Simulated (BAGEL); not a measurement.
# C2H2Cl2Si (SMILES C#C[SiH](Cl)Cl): a chain of runs

We compute the energy (HF/6-31G*), then the energy (NEVPT2(2,2)/6-31G*), then the energy (CASPT2(2,2)/6-31G*) of C2H2Cl2Si. 

The calculation is run with BAGEL 1.2.2.

2 further runs of the same task are left out: 2 set aside as unsound or not needed.

### Step 1. The molecule

C2H2Cl2Si has 7 atoms, charge 0, and is taken as a singlet. As SMILES, `C#C[SiH](Cl)Cl`. The Si3–Cl4 distance was set to 2.750 Å, away from the relaxed value.

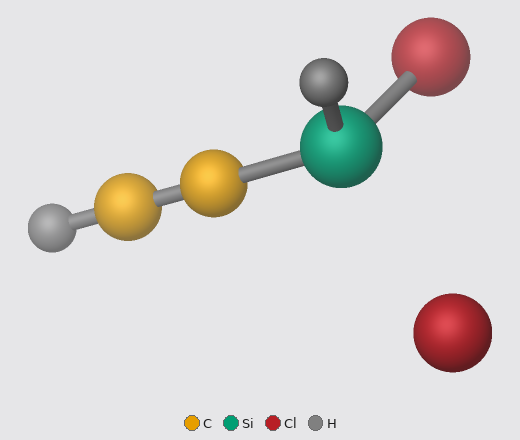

The structure, seen from a chosen angle (carbon amber, silicon teal, chlorine red, hydrogen grey).

### Step 2. The energy at HF/6-31G(d) (density fitting with svp-jkfit, spherical functions) (run 1)

Contents of hf.json:

```json
{ "bagel": [

{
  "title": "molecule",
  "basis": "6-31gs.json",
  "df_basis": "svp-jkfit",
  "geometry": [
    { "atom": "C", "xyz": [  1.42715707, -0.61593355,  4.17097138 ] },
    { "atom": "C", "xyz": [  1.24876693,  0.10991025,  2.01970716 ] },
    { "atom": "Si", "xyz": [  1.03144842,  1.18308572, -1.21569294 ] },
    { "atom": "Cl", "xyz": [ -2.85462028, -1.31978473, -3.58896786 ] },
    { "atom": "Cl", "xyz": [  0.33905277,  4.96915201, -1.24970801 ] },
    { "atom": "H", "xyz": [  1.57909105, -1.25636174,  6.07562634 ] },
    { "atom": "H", "xyz": [  3.38982663,  0.69421357, -2.60690931 ] }
  ]
},
{ "title": "hf", "charge": 0 },
{ "title": "print", "file": "orbitals.molden", "orbitals": "true" }

]}
```

The basis set 6-31G* is read from a file made from the Basis Set Exchange's data (not shown).

The run is started by

```
$ BAGEL_NUM_THREADS=1 BAGEL hf.json > hf.out
```

The program printed:

```text
* using 1 threads per process

  ===============================================================
  ===============================================================

  *** Geometry ***

  { "atom" : "C", "xyz" : [      1.427157,     -0.615934,      4.170971 ] },
  { "atom" : "C", "xyz" : [      1.248767,      0.109910,      2.019707 ] },
  { "atom" : "Si", "xyz" : [      1.031448,      1.183086,     -1.215693 ] },
  { "atom" : "Cl", "xyz" : [     -2.854620,     -1.319785,     -3.588968 ] },
  { "atom" : "Cl", "xyz" : [      0.339053,      4.969152,     -1.249708 ] },
  { "atom" : "H", "xyz" : [      1.579091,     -1.256362,      6.075626 ] },
  { "atom" : "H", "xyz" : [      3.389827,      0.694214,     -2.606909 ] },

  Number of auxiliary basis functions:      570

  Since a DF basis is specified, we compute 2- and 3-index integrals:
    o Being stored without compression. Storage requirement is 0.034 GB

  Number of basis functions:       86
  Number of electrons      :       62

    * METHOD: MOLECULE                             0.37

  *** RHF ***

  === Nuclear Repulsion ===
   280.1107228480

      * DIIS with orbital gradients will be used.

  === RHF iteration (6-31gs.json) ===
      0      -1284.58738238          0.01379317           0.11
      1      -1284.71262715          0.00698474           0.11
      2      -1284.74807856          0.00194275           0.11
      3      -1284.75033298          0.00085377           0.11
      4      -1284.75078328          0.00009860           0.13
      5      -1284.75080368          0.00003790           0.11
      6      -1284.75080733          0.00001591           0.12
      7      -1284.75080809          0.00000381           0.12
      8      -1284.75080812          0.00000168           0.12
      9      -1284.75080812          0.00000099           0.12
     10      -1284.75080813          0.00000057           0.12
     11      -1284.75080813          0.00000028           0.12
     12      -1284.75080813          0.00000011           0.12
     13      -1284.75080813          0.00000005           0.12
     14      -1284.75080813          0.00000002           0.12
     15      -1284.75080813          0.00000001           0.12
    * SCF iteration converged.

    * Permanent dipole moment:
           (   -1.653057,    -0.282056,    -1.546921) a.u.

    * METHOD: HF                                   2.10

    * METHOD: PRINT                                0.02

  ===============================================================
```

It took 2.6 s on 1 thread of Arm Neoverse V1, shared host; peak memory 0.15 GiB.

### Step 3. A single-point energy at NEVPT2(2,2)/6-31G(d) (density fitting with svp-jkfit, spherical functions) (run 2)

Contents of calc.json:

```json
{ "bagel" : [

{
  "title" : "molecule",
  "basis" : "6-31gs.json",
  "df_basis" : "svp-jkfit",
  "angstrom" : false,
  "geometry" : [
    { "atom" : "C", "xyz" : [  1.42715707, -0.61593355,  4.17097138 ] },
    { "atom" : "C", "xyz" : [  1.24876693,  0.10991025,  2.01970716 ] },
    { "atom" : "Si", "xyz" : [  1.03144842,  1.18308572, -1.21569294 ] },
    { "atom" : "Cl", "xyz" : [ -2.85462028, -1.31978473, -3.58896786 ] },
    { "atom" : "Cl", "xyz" : [  0.33905277,  4.96915201, -1.24970801 ] },
    { "atom" : "H", "xyz" : [  1.57909105, -1.25636174,  6.07562634 ] },
    { "atom" : "H", "xyz" : [  3.38982663,  0.69421357, -2.60690931 ] }
  ]
},
{
  "title" : "hf"
},
{
  "title" : "nevpt2",
  "nstate" : 1,
  "nact" : 2,
  "nclosed" : 30,
  "active" : [29, 32],
  "maxiter" : 200,
  "natocc" : true,
  "ncore" : 17
},
{
  "title" : "print",
  "file" : "orbitals.molden",
  "orbitals" : true
}

]}
```

The basis set 6-31G* is read from a file made from the Basis Set Exchange's data (not shown).

The run is started by

```
$ BAGEL_NUM_THREADS=1 BAGEL calc.json > calc.out
```

The program printed:

```text
* using 1 threads per process

  ===============================================================
  ===============================================================

  *** Geometry ***

  { "atom" : "C", "xyz" : [      1.427157,     -0.615934,      4.170971 ] },
  { "atom" : "C", "xyz" : [      1.248767,      0.109910,      2.019707 ] },
  { "atom" : "Si", "xyz" : [      1.031448,      1.183086,     -1.215693 ] },
  { "atom" : "Cl", "xyz" : [     -2.854620,     -1.319785,     -3.588968 ] },
  { "atom" : "Cl", "xyz" : [      0.339053,      4.969152,     -1.249708 ] },
  { "atom" : "H", "xyz" : [      1.579091,     -1.256362,      6.075626 ] },
  { "atom" : "H", "xyz" : [      3.389827,      0.694214,     -2.606909 ] },

  Number of auxiliary basis functions:      570

  Since a DF basis is specified, we compute 2- and 3-index integrals:
    o Being stored without compression. Storage requirement is 0.034 GB

  Number of basis functions:       86
  Number of electrons      :       62

    * METHOD: MOLECULE                             0.38

  *** RHF ***

  === Nuclear Repulsion ===
   280.1107228480

      * DIIS with orbital gradients will be used.

  === RHF iteration (6-31gs.json) ===
      0      -1284.58738238          0.01379317           0.12
      1      -1284.71262715          0.00698474           0.11
      2      -1284.74807856          0.00194275           0.12
      3      -1284.75033298          0.00085377           0.11
      4      -1284.75078328          0.00009860           0.12
      5      -1284.75080368          0.00003790           0.11
      6      -1284.75080733          0.00001591           0.11
      7      -1284.75080809          0.00000381           0.11
      8      -1284.75080812          0.00000168           0.12
      9      -1284.75080812          0.00000099           0.13
     10      -1284.75080813          0.00000057           0.13
     11      -1284.75080813          0.00000028           0.11
     12      -1284.75080813          0.00000011           0.12
     13      -1284.75080813          0.00000005           0.12
     14      -1284.75080813          0.00000002           0.12
     15      -1284.75080813          0.00000001           0.11
    * SCF iteration converged.

    * Permanent dipole moment:
           (   -1.653057,    -0.282056,    -1.546921) a.u.

    * METHOD: HF                                   2.13

    * freezing 17 orbitals
  ---------------------------
      CASSCF calculation
  ---------------------------

    ==== Active orbitals : =====
         Orbital 29
         Orbital 32
    ============================

    * nstate   :      1
    * nclosed  :     30
    * nact     :      2
    * nvirt    :     54
  === CASSCF iteration (6-31gs.json) ===

    * Using the second-order algorithm

      0  0     -1284.75547232     8.68e-04      0.03

      1  0     -1284.76680074     1.23e-03      0.54

      2  0     -1284.77123207     7.23e-04      0.64

      3  0     -1284.77154609     3.35e-04      0.66

      4  0     -1284.77158816     1.34e-04      0.65

      5  0     -1284.77159440     5.18e-05      0.68

      6  0     -1284.77159532     1.99e-05      0.65

      7  0     -1284.77159545     7.59e-06      0.68

      8  0     -1284.77159547     2.90e-06      0.62

      9  0     -1284.77159547     1.11e-06      0.67

     10  0     -1284.77159547     4.24e-07      0.59

     11  0     -1284.77159547     1.62e-07      0.64

     12  0     -1284.77159548     6.19e-08      0.57

     13  0     -1284.77159547     2.36e-08      0.55

     14  0     -1284.77159548     9.04e-09      0.50

    * Second-order optimization converged. *

     guess   0:   closed 1.                   open ..

  === FCI iteration ===

      0  0     -1284.74807926     6.11e-02      0.00
      1  0     -1284.76971572     1.31e-02      0.00
      2  0 *   -1284.77159547     5.56e-16      0.00

     * ci vector, state   0, <S^2> = 0.0000
       2.     0.9814031946
       .2    -0.1919577285

  === DF-NEVPT2 calculation ===

    * 3-index integral transformation done
    * assembly done

      NEVPT2 correlation energy:   -0.5550503399      0.17

          (+0)     -0.4729796012
          (+0)'    -0.0226893473
          (+1)     -0.0190503125
          (+1)'    -0.0000000000
          (+2)     -0.0008713817
          (-1)     -0.0359556157
          (-1)'     0.0000000000
          (-2)     -0.0035040814

      NEVPT2 total energy:       -1285.3266458150

    * METHOD: NEVPT2                               9.28

    * METHOD: PRINT                                0.02

  ===============================================================
```

Wall time 12 s (1 thread of Arm Neoverse V1, shared host); peak memory 0.15 GiB.

### Step 4. A single-point energy at CASPT2(2,2)/6-31G(d) (density fitting with svp-jkfit, spherical functions) (run 3)

Contents of job.json:

```json
{ "bagel" : [

{
  "title" : "molecule",
  "basis" : "6-31gs.json",
  "df_basis" : "svp-jkfit",
  "geometry" : [
    { "atom" : "C", "xyz" : [  1.42715707, -0.61593355,  4.17097138 ] },
    { "atom" : "C", "xyz" : [  1.24876693,  0.10991025,  2.01970716 ] },
    { "atom" : "Si", "xyz" : [  1.03144842,  1.18308572, -1.21569294 ] },
    { "atom" : "Cl", "xyz" : [ -2.85462028, -1.31978473, -3.58896786 ] },
    { "atom" : "Cl", "xyz" : [  0.33905277,  4.96915201, -1.24970801 ] },
    { "atom" : "H", "xyz" : [  1.57909105, -1.25636174,  6.07562634 ] },
    { "atom" : "H", "xyz" : [  3.38982663,  0.69421357, -2.60690931 ] }
  ]
},
{
  "title" : "hf"
},
{
  "title" : "casscf",
  "nstate" : 1,
  "nact" : 2,
  "nclosed" : 30,
  "active" : [29, 32],
  "maxiter" : 200,
  "natocc" : "true"
},
{
  "title" : "print",
  "file" : "orbitals.molden",
  "orbitals" : "true"
},
{
  "title" : "smith",
  "method" : "caspt2",
  "ms" : "true",
  "xms" : "true",
  "sssr" : "true",
  "shift" : 0.2,
  "shift_imag" : "true",
  "ncore" : 17
}

]}
```

The basis set 6-31G* is read from a file made from the Basis Set Exchange's data (not shown).

The run is started by

```
$ BAGEL_NUM_THREADS=1 BAGEL job.json > job.out
```

The program printed:

```text
* using 1 threads per process

  ===============================================================
  ===============================================================

  *** Geometry ***

  { "atom" : "C", "xyz" : [      1.427157,     -0.615934,      4.170971 ] },
  { "atom" : "C", "xyz" : [      1.248767,      0.109910,      2.019707 ] },
  { "atom" : "Si", "xyz" : [      1.031448,      1.183086,     -1.215693 ] },
  { "atom" : "Cl", "xyz" : [     -2.854620,     -1.319785,     -3.588968 ] },
  { "atom" : "Cl", "xyz" : [      0.339053,      4.969152,     -1.249708 ] },
  { "atom" : "H", "xyz" : [      1.579091,     -1.256362,      6.075626 ] },
  { "atom" : "H", "xyz" : [      3.389827,      0.694214,     -2.606909 ] },

  Number of auxiliary basis functions:      570

  Since a DF basis is specified, we compute 2- and 3-index integrals:
    o Being stored without compression. Storage requirement is 0.034 GB

  Number of basis functions:       86
  Number of electrons      :       62

    * METHOD: MOLECULE                             0.38

  *** RHF ***

  === Nuclear Repulsion ===
   280.1107228480

      * DIIS with orbital gradients will be used.

  === RHF iteration (6-31gs.json) ===
      0      -1284.58738238          0.01379317           0.12
      1      -1284.71262715          0.00698474           0.11
      2      -1284.74807856          0.00194275           0.12
      3      -1284.75033298          0.00085377           0.12
      4      -1284.75078328          0.00009860           0.11
      5      -1284.75080368          0.00003790           0.11
      6      -1284.75080733          0.00001591           0.11
      7      -1284.75080809          0.00000381           0.12
      8      -1284.75080812          0.00000168           0.12
      9      -1284.75080812          0.00000099           0.12
     10      -1284.75080813          0.00000057           0.12
     11      -1284.75080813          0.00000028           0.12
     12      -1284.75080813          0.00000011           0.12
     13      -1284.75080813          0.00000005           0.11
     14      -1284.75080813          0.00000002           0.11
     15      -1284.75080813          0.00000001           0.12
    * SCF iteration converged.

    * Permanent dipole moment:
           (   -1.653057,    -0.282056,    -1.546921) a.u.

    * METHOD: HF                                   2.09

  ---------------------------
      CASSCF calculation
  ---------------------------

    ==== Active orbitals : =====
         Orbital 29
         Orbital 32
    ============================

    * nstate   :      1
    * nclosed  :     30
    * nact     :      2
    * nvirt    :     54
  === CASSCF iteration (6-31gs.json) ===

    * Using the second-order algorithm

      0  0     -1284.75547232     8.68e-04      0.03

      1  0     -1284.76680074     1.23e-03      0.61

      2  0     -1284.77123207     7.23e-04      0.69

      3  0     -1284.77154609     3.35e-04      0.69

      4  0     -1284.77158816     1.34e-04      0.67

      5  0     -1284.77159440     5.18e-05      0.69

      6  0     -1284.77159532     1.99e-05      0.64

      7  0     -1284.77159545     7.59e-06      0.64

      8  0     -1284.77159547     2.90e-06      0.65

      9  0     -1284.77159547     1.11e-06      0.67

     10  0     -1284.77159547     4.24e-07      0.62

     11  0     -1284.77159547     1.62e-07      0.64

     12  0     -1284.77159548     6.19e-08      0.56

     13  0     -1284.77159547     2.36e-08      0.53

     14  0     -1284.77159548     9.04e-09      0.47

    * Second-order optimization converged. *

     guess   0:   closed 1.                   open ..

  === FCI iteration ===

      0  0     -1284.74807926     6.11e-02      0.00
      1  0     -1284.76971572     1.31e-02      0.00
      2  0 *   -1284.77159547     5.56e-16      0.00

     * ci vector, state   0, <S^2> = 0.0000
       2.     0.9814031946
       .2    -0.1919577285

    * METHOD: CASSCF                               9.07

    * METHOD: PRINT                                0.02

  === SMITH program ===

    * freezing 17 orbitals

    * Approximate memory requirement for SMITH calulation per MPI process:
      o Storage requirement for T-amplitude, lambda, and residual is 0.02 GB
      o Storage requirement for MO integrals is 0.01 GB
    * Calculating and saving rdm4f

    * Zeroth order energy : state  0       -0.8597135050

    * CASPT2 iteration is performed using orthogonal basis

      -------------------------------------------  CASPT2 iteration  ---------------------------------------------------
       #      aibj      arbs      arbi      airj      risj      airs      arst      rist         Etot      error   time
      ------------------------------------------------------------------------------------------------------------------

       0  -0.47056  -0.00413  -0.03635  -0.02017  -0.00115  -0.01990  -0.00000  -0.00000   -0.5522617  0.0010628   0.09
       1  -0.47073  -0.00415  -0.03642  -0.02036  -0.00119  -0.02014  -0.00000   0.00000   -0.5529874  0.0001377   0.08
       2  -0.47073  -0.00415  -0.03642  -0.02037  -0.00119  -0.02015  -0.00000  -0.00000   -0.5530025  0.0000219   0.08
       3  -0.47073  -0.00415  -0.03642  -0.02036  -0.00119  -0.02015  -0.00000   0.00000   -0.5530028  0.0000039   0.08
       4  -0.47073  -0.00415  -0.03642  -0.02036  -0.00119  -0.02015  -0.00000  -0.00000   -0.5530028  0.0000007   0.08

      ------------------------------------------------------------------------------------------------------------------

    * CASPT2 energy : state  0    -1285.3287531691
        w/o shift correction      -1285.3245982594
        reference weight              0.8191385046

    * METHOD: SMITH                                0.70

  ===============================================================
```

Run time: 13 s. Hardware: 1 thread of Arm Neoverse V1, shared host; peak memory 0.19 GiB.

### Step 5. Results

```
                               quantity           value
         run 1, HF/6-31G*: total energy  -1284.75081 Eh
        run 1, HF/6-31G*: dipole moment          5.80 D
          run 1, HF/6-31G*: HOMO energy       -11.34 eV
          run 1, HF/6-31G*: LUMO energy         0.07 eV
        run 1, HF/6-31G*: HOMO–LUMO gap        11.41 eV
run 2, NEVPT2(2,2)/6-31G*: total energy  -1285.32665 Eh
run 3, CASPT2(2,2)/6-31G*: total energy  -1285.32875 Eh
```
